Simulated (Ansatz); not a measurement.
Geometry optimisation.

```
crystal:
  lattice:
    - [4.1765778909, 0.0, 0.0]
    - [0.0, 4.1765778909, 0.0]
    - [0.0, 0.0, 8.8552638034]
  atoms:
    - { symbol: Sr, position: [0.5, 0.5, 0.5] }
    - { symbol: Be, position: [0.0, 0.0, 0.0] }
    - { symbol: Cl, position: [0.0, 0.0, 0.6712997243] }
    - { symbol: Cl, position: [0.5, 0.0, 0.0] }
    - { symbol: Cl, position: [0.0, 0.5, 0.0] }
    - { symbol: Cl, position: [0.0, 0.0, 0.3287002757] }
basis:
  ecutwfc: 420
kpoints:
  mp_grid: { grid: [8, 8, 4] }
hamiltonian:
  xc: pbe
scf:
  occupations: { method: gaussian, width: 0.02 }
  max_iter: 75
output:
  forces: true
  eigenvalues: true
  stress: true
relax:
  adjacent_minimum: "off"
  f_tol: 0.01
  max_steps: 80
  cell: { stress_tol: 0.05 }
magnetization:
  spin_polarized: true
  initial_magnetization: 15
```

Run as:
```bash
ansatz run input.yaml --threads 1 --pin off --max-ram 2048MiB --backend cpu --events-out ev --progress --plain --runs-dir out
```

How does the optimisation go?

Answer. The optimisation met its thresholds at geometry 5, counting the start as the first. The energy fell by about 0.61 meV/atom from the first step to the last. The largest force component goes from about 0.026 eV/Å at the start to 7 × 10⁻⁴ eV/Å at the end, with a peak of 0.041 eV/Å at step 2. The volume grows from 25.74 to 26.34 Å³ per atom (+2.3 %), as the pressure goes from 0.077 GPa to about 0 GPa.

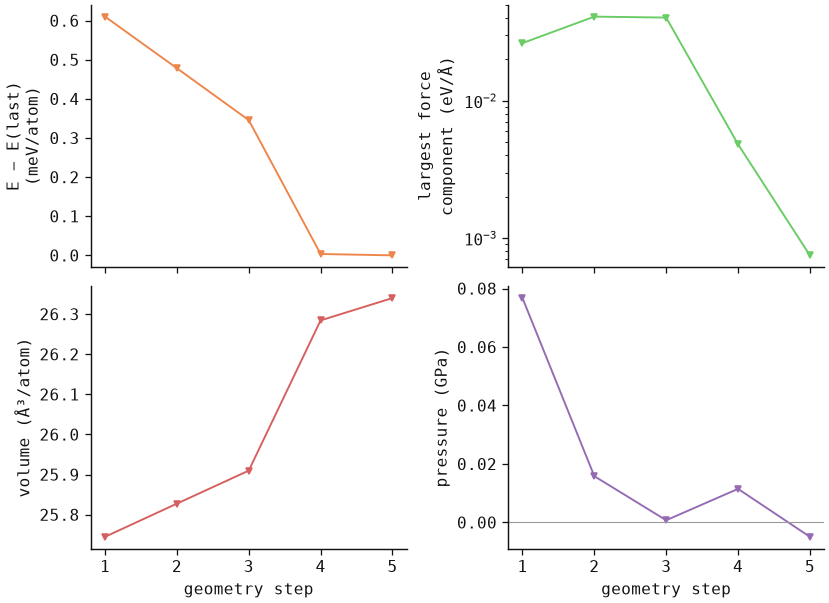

History of the run, step by step. Atoms and cell relax. A closing SCF on a freshly chosen basis isn't drawn.

Is anything amiss with this input?

Answer. The input holds an odd setting (an impossible spin). The SCF closed; whether the result suffers can't be told from this run alone.
